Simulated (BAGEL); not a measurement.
**HF/6-31G(d) (density fitting with qzvpp-jkfit, spherical functions) run of GeH2OF2 (SMILES [OH][GeH]([F])[F])**

What is the vertical ionisation energy of GeH2OF2 at HF/6-31G* (density fitting with qzvpp-jkfit, spherical functions)? 

The results are computed with BAGEL 1.2.2.

### Step 1. Starting point

The species is GeH2OF2 (6 atoms), meant as a singlet with charge 0. SMILES: `[OH][GeH]([F])[F]`. Geometry: relaxed at PBE0-D4/def2-TZVP. This is one conformer, not always the lowest.

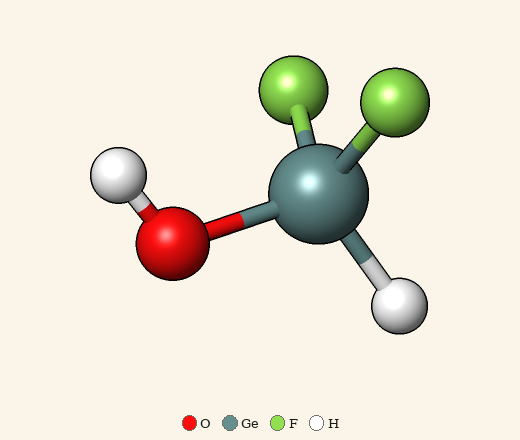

The structure, seen from a chosen angle (oxygen red, germanium teal, fluorine green, hydrogen white).

### Step 2. A single-point energy at HF/6-31G(d) (density fitting with qzvpp-jkfit, spherical functions)

File input.json:

```json
{ "bagel" : [

{
  "title" : "molecule",
  "basis" : "6-31gs.json",
  "df_basis" : "qzvpp-jkfit",
  "angstrom" : true,
  "geometry" : [
    { "atom" : "O", "xyz" : [    0.086400,    1.049000,   -0.909900 ] },
    { "atom" : "Ge", "xyz" : [    0.075900,   -0.102300,    0.396800 ] },
    { "atom" : "F", "xyz" : [    1.042800,   -1.459100,   -0.031500 ] },
    { "atom" : "F", "xyz" : [   -1.502300,   -0.768100,    0.556400 ] },
    { "atom" : "H", "xyz" : [   -0.207700,    0.688000,   -1.751000 ] },
    { "atom" : "H", "xyz" : [    0.546800,    0.528400,    1.692900 ] }
  ]
},
{
  "title" : "hf"
},
{
  "title" : "print",
  "file" : "orbitals.molden",
  "orbitals" : true
}

]}
```

The basis set 6-31G* is read from a file made from the Basis Set Exchange's data (not shown).

The run is started by

```sh
$ BAGEL_NUM_THREADS=1 BAGEL input.json > input.out
```

What it wrote:

```text
* using 1 threads per process

  ===============================================================
  ===============================================================

  *** Geometry ***

  { "atom" : "O", "xyz" : [      0.163272,      1.982323,     -1.719462 ] },
  { "atom" : "Ge", "xyz" : [      0.143430,     -0.193319,      0.749843 ] },
  { "atom" : "F", "xyz" : [      1.970606,     -2.757299,     -0.059526 ] },
  { "atom" : "F", "xyz" : [     -2.838936,     -1.451499,      1.051444 ] },
  { "atom" : "H", "xyz" : [     -0.392496,      1.300132,     -3.308910 ] },
  { "atom" : "H", "xyz" : [      1.033302,      0.998531,      3.199117 ] },

  Number of auxiliary basis functions:      533

  Since a DF basis is specified, we compute 2- and 3-index integrals:
    o Being stored without compression. Storage requirement is 0.026 GB

  Number of basis functions:       78
  Number of electrons      :       60

    * METHOD: MOLECULE                             0.26

  *** RHF ***

  === Nuclear Repulsion ===
   329.1601166096

      * DIIS with orbital gradients will be used.

  === RHF iteration (6-31gs.json) ===
      0      -2349.73492073          0.02689764           0.08
      1      -2349.93281019          0.01800129           0.09
      2      -2350.06910422          0.00120270           0.09
      3      -2350.07001493          0.00052685           0.08
      4      -2350.07012091          0.00008908           0.09
      5      -2350.07013007          0.00002373           0.08
      6      -2350.07013083          0.00000712           0.08
      7      -2350.07013086          0.00000242           0.09
      8      -2350.07013087          0.00000046           0.08
      9      -2350.07013087          0.00000013           0.09
     10      -2350.07013087          0.00000005           0.08
     11      -2350.07013087          0.00000002           0.08
     12      -2350.07013087          0.00000001           0.08
    * SCF iteration converged.

    * Permanent dipole moment:
           (   -0.120998,    -0.440541,    -0.010871) a.u.

    * METHOD: HF                                   1.31

    * METHOD: PRINT                                0.01

  ===============================================================
```

It took 1.8 s on 1 thread of Arm Neoverse V2, shared host; peak memory 0.13 GiB.

### Step 3. The doublet cation

Changes to input.json since step 2:

```diff
@@ -16,10 +16,4 @@
 },
-{
-  "title" : "hf"
-},
-{
-  "title" : "print",
-  "file" : "orbitals.molden",
-  "orbitals" : true
-}
+{ "title" : "uhf", "charge" : 1, "nopen" : 1 },
+{ "title" : "print", "file" : "orbitals.molden", "orbitals" : true }
```

The basis set 6-31G* is read from a file made from the Basis Set Exchange's data (not shown).

The run is started by

```sh
$ BAGEL_NUM_THREADS=1 BAGEL input.json > input.out
```

What it wrote:

```text
* using 1 threads per process

  ===============================================================
  ===============================================================

  *** Geometry ***

  { "atom" : "O", "xyz" : [      0.163272,      1.982323,     -1.719462 ] },
  { "atom" : "Ge", "xyz" : [      0.143430,     -0.193319,      0.749843 ] },
  { "atom" : "F", "xyz" : [      1.970606,     -2.757299,     -0.059526 ] },
  { "atom" : "F", "xyz" : [     -2.838936,     -1.451499,      1.051444 ] },
  { "atom" : "H", "xyz" : [     -0.392496,      1.300132,     -3.308910 ] },
  { "atom" : "H", "xyz" : [      1.033302,      0.998531,      3.199117 ] },

  Number of auxiliary basis functions:      533

  Since a DF basis is specified, we compute 2- and 3-index integrals:
    o Being stored without compression. Storage requirement is 0.026 GB

  Number of basis functions:       78
  Number of electrons      :       60

    * METHOD: MOLECULE                             0.26

  *** Open-shell HF ***

  === Nuclear Repulsion ===
   329.1601166096

      * DIIS with orbital gradients will be used.

  === UHF iteration (6-31gs.json) ===
      0      -2349.18038556          0.05345855           0.16
      1      -2349.36814345          0.04180176           0.16
      2      -2349.46199359          0.03016677           0.16
      3      -2349.55686981          0.00142287           0.16
      4      -2349.55791351          0.00067725           0.17
      5      -2349.55830639          0.00023422           0.16
      6      -2349.55839372          0.00008428           0.17
      7      -2349.55840941          0.00003920           0.17
      8      -2349.55841287          0.00001954           0.16
      9      -2349.55841360          0.00001267           0.16
[... 34 lines of this table left out ...]
     44      -2349.55841389          0.00000001           0.16
     45      -2349.55841389          0.00000001           0.16
     46      -2349.55841389          0.00000001           0.15
     47      -2349.55841389          0.00000001           0.14
    * SCF iteration converged.

    * S^2 (UHF) is 0.7823

    * Permanent dipole moment:
           (   -0.520604,    -1.123091,    -0.917655) a.u.

    * METHOD: UHF                                  7.93

    * METHOD: PRINT                                0.01

  ===============================================================
```

Wall time 8.4 s (1 thread of Arm Neoverse V2, shared host); peak memory 0.13 GiB.

### Step 4. Summary of results

At HF/6-31G* (density fitting with qzvpp-jkfit, spherical functions):

| quantity | value |
| --- | --- |
| singlet GeH2OF2: total energy | -2350.07013 Eh |
| singlet GeH2OF2: dipole moment | 1.16 D |
| singlet GeH2OF2: HOMO energy | -14.62 eV |
| singlet GeH2OF2: LUMO energy | 3.78 eV |
| singlet GeH2OF2: HOMO–LUMO gap | 18.39 eV |
| doublet cation: total energy | -2349.55841 Eh |
| doublet cation: ⟨S²⟩ | 0.782 |
| vertical ionisation energy (to the doublet cation) | 13.925 eV |

What this shows: The vertical ionisation energy comes to 13.92 eV (1344 kJ/mol). The negative HOMO energy of the first species, 14.62 eV, lies 0.69 eV above that difference.
